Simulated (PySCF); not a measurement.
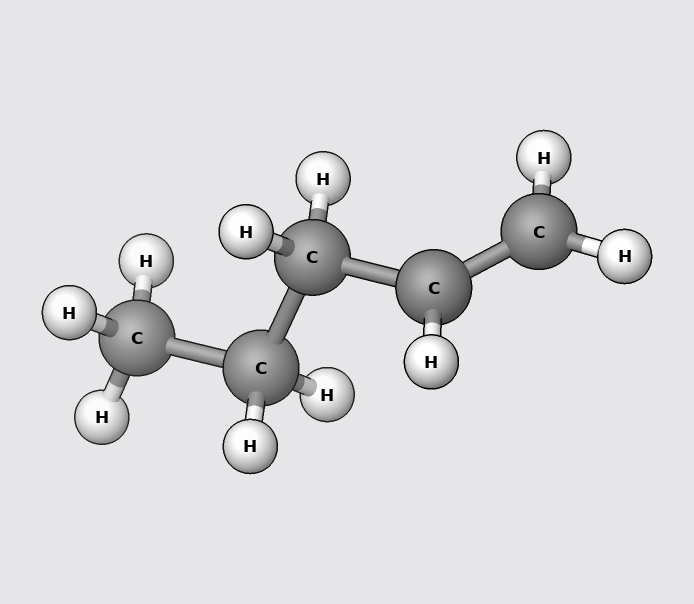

Every bond is drawn as one stick, whatever its order.

The geometry was computed by an optimisation with GFN2-xTB. No frequency run is at hand to confirm it as a minimum.

Question: What is the molecular formula?

Answer: C₅H₁₀, 15 atoms: 5 carbon and 10 hydrogen.

Question: Describe its rings.

Answer: It has no ring.

Question: What is the point group of this geometry?

Answer: C1.

Question: Count the bonded pairs by element.

Answer: 10 C–H, 4 C–C.

Question: Give a SMILES string for it.

Answer: C=CCCC

More results for the same structure follow; atom numbers are the same in all pictures, views and colours differ.

## Shape

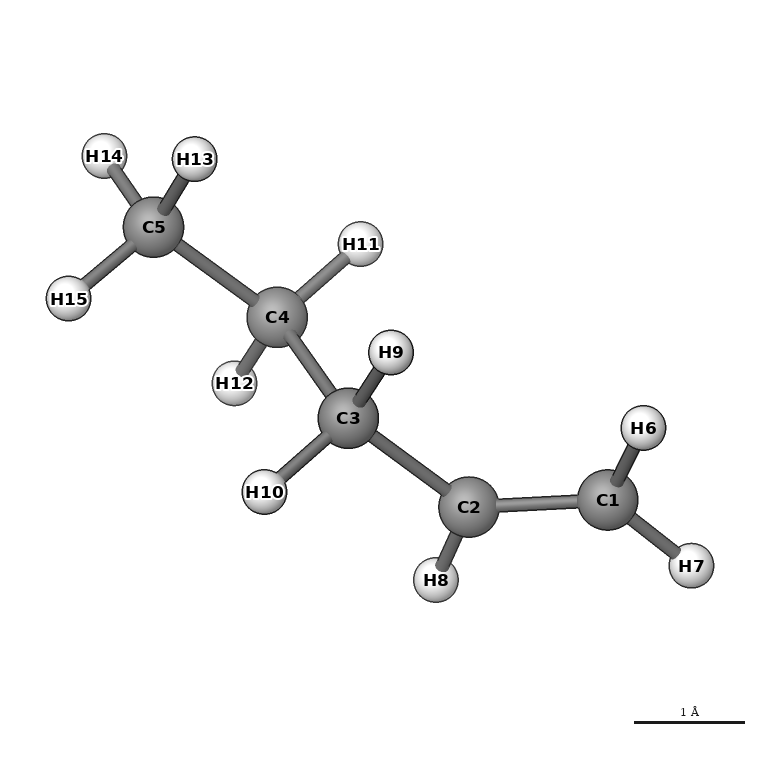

Atoms carry their numbers in the input. No frequency run is at hand to confirm it as a minimum.

List the bonds and their lengths.

```csv
bond,length (Å),order
C1–C2,1.319,double
C1–H6,1.078,single
C1–H7,1.077,single
C2–C3,1.495,single
C2–H8,1.083,single
C3–C4,1.532,single
C3–H9,1.092,single
C3–H10,1.094,single
C4–C5,1.523,single
C4–H11,1.092,single
C4–H12,1.092,single
C5–H13,1.088,single
C5–H14,1.088,single
C5–H15,1.088,single
```

## Dipole moment

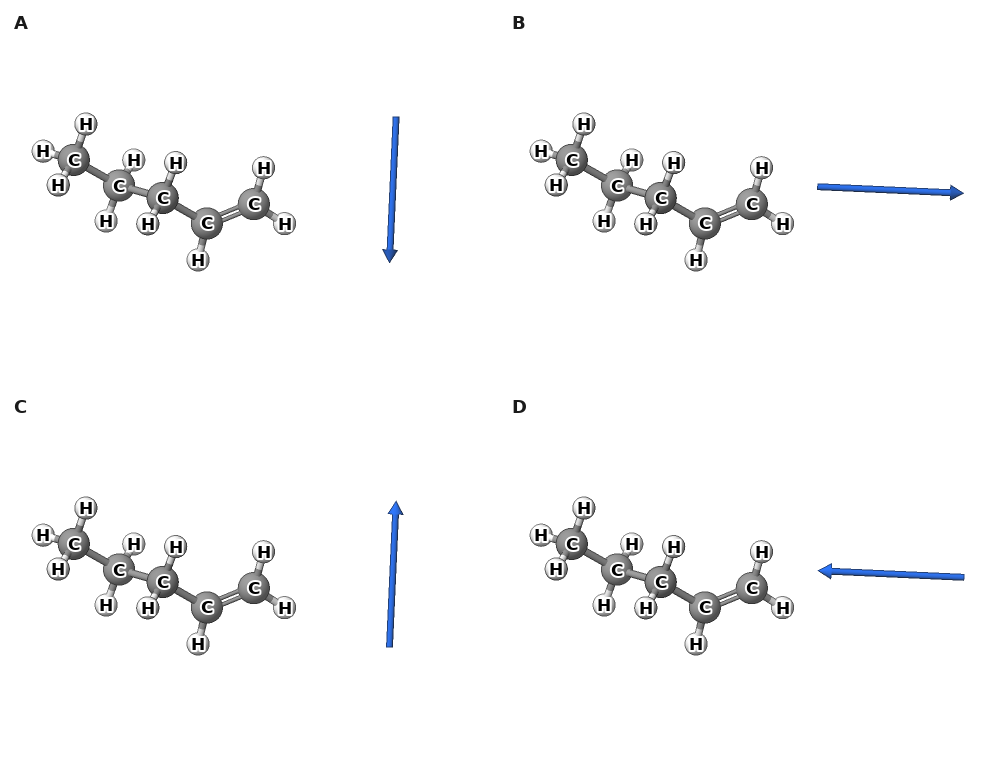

The same molecule four times, each with an arrow. No frequency run is at hand to confirm it as a minimum. Method: PBE0/pcSseg-1, gas phase (PySCF 2.14.0).

Question: Which arrow points along the dipole moment, from the negative to the positive end?

Answer: D. The dipole moment is 0.40 D.

## NMR shielding

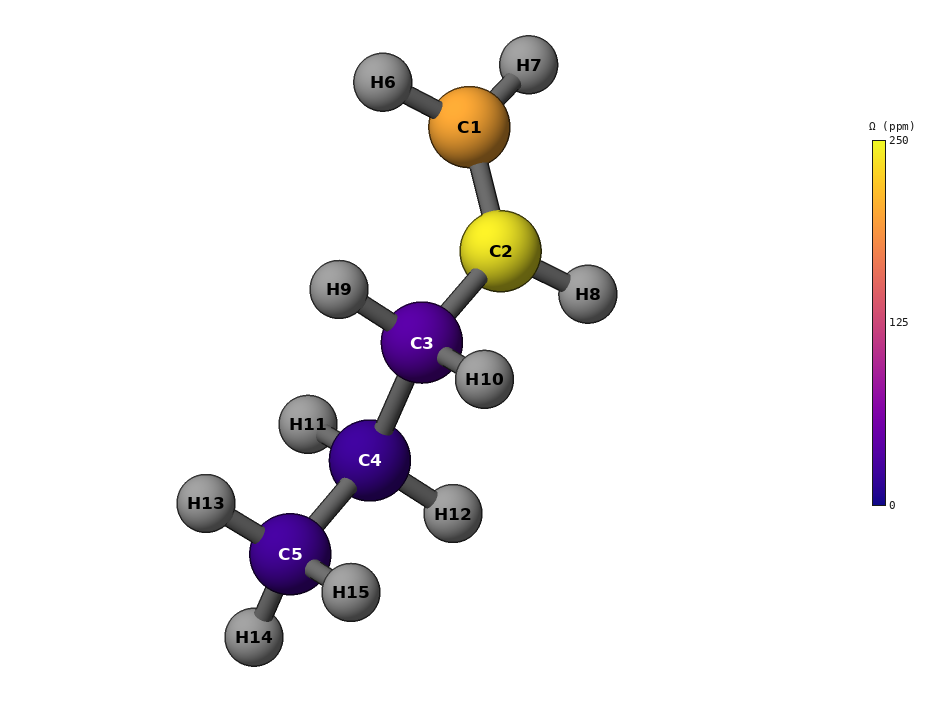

The C atoms are coloured by the span of their shielding tensor. No frequency run is at hand to confirm it as a minimum. Properties computed with GIAO PBE0/pcSseg-1 NMR shielding, non-relativistic, gas phase (PySCF 2.14.0). Principal shieldings σ11 ≤ σ22 ≤ σ33, span Ω = σ33 − σ11, skew κ = 3(σiso − σ22)/Ω.

Question: Which C atom has the most anisotropic shielding?

Answer: C2, with a span of 242 ppm.

Give the shielding tensors of the C atoms.

```
atom    σ11    σ22    σ33   σiso      Ω      κ
  C1  −44.1   87.7  156.6   66.7  200.7  −0.31
  C2  −86.3   44.9  155.5   38.0  241.7  −0.08
  C3  124.8  139.9  164.7  143.2   39.9   0.24
  C4  146.7  156.3  170.8  157.9   24.0   0.20
  C5  159.0  162.8  187.1  169.6   28.1   0.73
```

Shieldings and span in ppm.

## Charges

The questions are on IAO charges. No frequency run is at hand to confirm it as a minimum. Level of theory: PBE0/pcSseg-1, gas phase (PySCF 2.14.0).

List the IAO charges.

| atom | value (e) |
| --- | --- |
| C1 | −0.33 |
| C2 | −0.13 |
| C3 | −0.26 |
| C4 | −0.24 |
| C5 | −0.42 |
| H6 | 0.14 |
| H7 | 0.15 |
| H8 | 0.14 |
| H9 | 0.13 |
| H10 | 0.14 |
| H11 | 0.13 |
| H12 | 0.13 |
| H13 | 0.14 |
| H14 | 0.14 |
| H15 | 0.14 |
